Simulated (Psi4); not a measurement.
**SVWN5/aug-cc-pVDZ run of C2HFN+ (SMILES Fc1[cH+]n1)**

Aim: the vertical electron affinity of C2HFN+ at SVWN5/aug-cc-pVDZ, from 2 runs. 

The results are computed with Psi4 1.11.

4 further runs of the same task are left out: 4 set aside as unsound or not needed.

**1. The structure to begin with**

C2HFN+: 5 atoms, total charge +1, spin state singlet. As SMILES, `Fc1[cH+]n1`. Geometry: relaxed at GFN2-xTB.

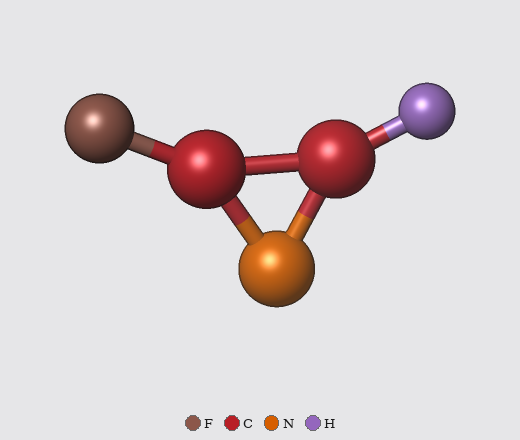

The structure, seen from a chosen angle (fluorine brown, carbon red, nitrogen orange, hydrogen purple).

**2. Energy and forces at SVWN5/aug-cc-pVDZ**

c2hfn.dat

```
memory 1.6 GB

molecule system {
  1 1
  F
  C 1 1.236968
  C 2 1.374379 1 154.26804
  N 3 1.332505 2 59.25385 1 -179.95686
  H 3 1.082792 4 144.81659 2 179.9848
  symmetry c1
  no_reorient
  no_com
}

set {
  basis aug-cc-pVDZ
  puream true
  e_convergence 1e-09
  d_convergence 1e-08
  scf_type pk
  dft_radial_points 99
  dft_spherical_points 590
}

energy_value, wavefunction = gradient("scf", dft_functional={"name": "SVWN5", "x_functionals": {"LDA_X": {}}, "c_functionals": {"LDA_C_VWN": {}}}, return_wfn=True)
oeprop(wavefunction, "MULLIKEN_CHARGES", "QUADRUPOLE", "WIBERG_LOWDIN_INDICES")
```

On the command line:

```console
$ psi4 -n 1 c2hfn.dat c2hfn.out
```

c2hfn.out:

```text
[...]
  Running in c1 symmetry.
[...]
  Nuclear repulsion =  102.200509032120195
[...]
  Multiplicity = 1
[...]
  Nalpha       = 14
  Nbeta        = 14
[...]
    Number of basis functions: 101
[...]
   @RKS iter   1:  -229.06738054253739    3.75310e-01   5.35049e-03 ADIIS/DIIS
[...]
   @RKS iter  11:  -229.21078361128838   -7.75913e-12   4.46376e-09 DIIS
[...]
  @RKS Final Energy:  -229.21078361128838
   => Energetics <=
    Nuclear Repulsion Energy =            102.2005090321201948
    One-Electron Energy =                -508.7669678509451501
    Two-Electron Energy =                 203.7129316087005009
    DFT Exchange-Correlation Energy =     -26.3572564011639088
    Empirical Dispersion Energy =           0.0000000000000000
    VV10 Nonlocal Energy =                  0.0000000000000000
    Total Energy =                       -229.2107836112883774
[...]
  -Total Gradient:
     Atom            X                  Y                   Z
    ------   -----------------  -----------------  -----------------
       1       -0.000012033677    -0.008802886414     0.007431834677
       2        0.000031253247     0.023531600041    -0.025177304242
       3       -0.000037154956     0.001416706761     0.033892697526
       4        0.000013847133    -0.025369735281    -0.000325686789
       5        0.000004093881     0.009225072542    -0.015817185544
[...]
 Multipole Moments:
 ------------------------------------------------------------------------------------
     Multipole            Electronic (a.u.)      Nuclear  (a.u.)        Total (a.u.)
 ------------------------------------------------------------------------------------
 L = 1.  Multiply by 2.5417464519 to convert [e a0] to [Debye]
 Dipole X            :          0.0002106            0.0004676            0.0006783
 Dipole Y            :          0.3270895           -1.3366096           -1.0095201
 Dipole Z            :         -2.0986104            2.9808392            0.8822288
 Magnitude           :                                                    1.3406935
 L = 2.  Multiply by 1.3450342976 to convert [e a0^2] to [Debye ang]
 Quadrupole XX       :        -13.4449282            0.0000157          -13.4449125
 Quadrupole XY       :          0.0183084           -0.0182280            0.0000804
[...]
  Mulliken Charges: (a.u.)
   Center  Symbol    Alpha    Beta     Spin     Total
       1     F     4.51545  4.51545  0.00000 -0.03091
       2     C     2.79996  2.79996  0.00000  0.40008
       3     C     2.59904  2.59904  0.00000  0.80192
       4     N     3.50379  3.50379  0.00000 -0.00758
       5     H     0.58176  0.58176  0.00000 -0.16351
   Total alpha = 14.00000, Total beta = 14.00000, Total charge =  1.00000
  Wiberg Bond Indices using Orthogonal Lowdin Orbitals:
[...]
```

Wall time 11 s (1 thread of Intel Xeon 6975P-C (Granite Rapids), shared host); peak memory 0.62 GiB.

**3. Doublet neutral C2HFN, same level**

job.in

```
memory 1.6 GB

molecule {
  0 2
  F      0.149560    -1.546570     1.034770
  C     -0.050600    -0.614570     0.246480
  C      0.095300     0.673310    -0.210680
  N     -0.656780    -0.204000    -0.874210
  H      0.462520     1.691830    -0.196360
  symmetry c1
  no_reorient
  no_com
}

set {
  basis                aug-cc-pVDZ
  reference            uks
  puream               true
  e_convergence        1e-09
  d_convergence        1e-08
  scf_type             pk
  dft_radial_points    99
  dft_spherical_points 590
  maxiter              200
}

energy_value, wavefunction = gradient("scf", dft_functional={"name": "SVWN5", "x_functionals": {"LDA_X": {}}, "c_functionals": {"LDA_C_VWN": {}}}, return_wfn=True)
```

On the command line:

```console
$ psi4 -i job.in -o job.out -n 1
```

job.out:

```text
[...]
  Running in c1 symmetry.
[...]
  Nuclear repulsion =  102.200524174314381
[...]
  Multiplicity = 2
[...]
  Nalpha       = 15
  Nbeta        = 14
[...]
    Number of basis functions: 101
[...]
   @UKS iter   1:  -229.06857048041772    3.74121e-01   8.72468e-03 ADIIS/DIIS
[...]
   @UKS iter  15:  -229.47105524703923   -9.40759e-12   6.05457e-09 DIIS
[...]
   @S^2 Observed:                7.553113265E-01
[...]
    Orbital Energies [Eh]
    ---------------------
    Alpha Occupied:
       1A    -24.229386     2A    -13.890464     3A     -9.964531
       4A     -9.850833     5A     -1.258462     6A     -0.980033
       7A     -0.645802     8A     -0.577515     9A     -0.526841
      10A     -0.512150    11A     -0.468487    12A     -0.391852
      13A     -0.389129    14A     -0.264375    15A     -0.115820
    Alpha Virtual:
      16A     -0.087530    17A     -0.027962    18A     -0.002389
      19A      0.023272    20A      0.034502    21A      0.051012
      22A      0.056277    23A      0.074073    24A      0.082669
      25A      0.099058    26A      0.121832    27A      0.131217
[...]
  @UKS Final Energy:  -229.47105524703923
   => Energetics <=
    Nuclear Repulsion Energy =            102.2005241743143813
    One-Electron Energy =                -517.2033643201343693
    Two-Electron Energy =                 212.2493017017173429
    DFT Exchange-Correlation Energy =     -26.7175168029366255
    Empirical Dispersion Energy =           0.0000000000000000
    VV10 Nonlocal Energy =                  0.0000000000000000
    Total Energy =                       -229.4710552470392315
[...]
 Multipole Moments:
 ------------------------------------------------------------------------------------
     Multipole            Electronic (a.u.)      Nuclear  (a.u.)        Total (a.u.)
 ------------------------------------------------------------------------------------
 L = 1.  Multiply by 2.5417464519 to convert [e a0] to [Debye]
 Dipole X            :          5.2315506           -4.7634326            0.4681180
 Dipole Y            :         25.2598832          -25.1387621            0.1211211
 Dipole Z            :         -5.4340442            6.0696113            0.6355671
 Magnitude           :                                                    0.7985927
[...]
  -Total Gradient:
     Atom            X                  Y                   Z
    ------   -----------------  -----------------  -----------------
       1       -0.001030096495     0.044779791124    -0.025012186319
       2       -0.007517893043    -0.108825689046     0.045785963600
       3       -0.070645448753    -0.028047316636    -0.090807115294
       4        0.079386999554     0.098281463373     0.067073921551
       5       -0.000194728196    -0.006185378479     0.002956155523
[...]
```

It took 18 s on 1 thread of Intel Xeon 6975P-C (Granite Rapids), shared host; peak memory 0.62 GiB.

**4. Summary of results**

At SVWN5/aug-cc-pVDZ:

| quantity | value |
| --- | --- |
| singlet C2HFN+: total energy | -229.21078 Eh |
| singlet C2HFN+: HOMO energy | -15.20 eV |
| singlet C2HFN+: LUMO energy | -11.15 eV |
| singlet C2HFN+: HOMO–LUMO gap | 4.05 eV |
| singlet C2HFN+: largest force on an atom | 1.772 eV/Å |
| doublet neutral C2HFN: total energy | -229.47106 Eh |
| doublet neutral C2HFN: dipole moment | 2.03 D |
| doublet neutral C2HFN: HOMO energy (highest over α and β) | -3.15 eV |
| doublet neutral C2HFN: LUMO energy (lowest over α and β) | -2.38 eV |
| doublet neutral C2HFN: ⟨S²⟩ | 0.755 |
| doublet neutral C2HFN: largest force on an atom | 7.355 eV/Å |
| vertical electron affinity (to the doublet neutral) | 7.082 eV |

**Reading.** At fixed nuclei the extra electron is bound by 7.08 eV (163 kcal/mol). The largest force (singlet C2HFN+) is 1.77 eV/Å: the shape isn't a stationary point for this species at this level. Mulliken charges (singlet C2HFN+) run from -0.16 on H5 to +0.80 on C3; in a basis this large or diffuse they mean little.
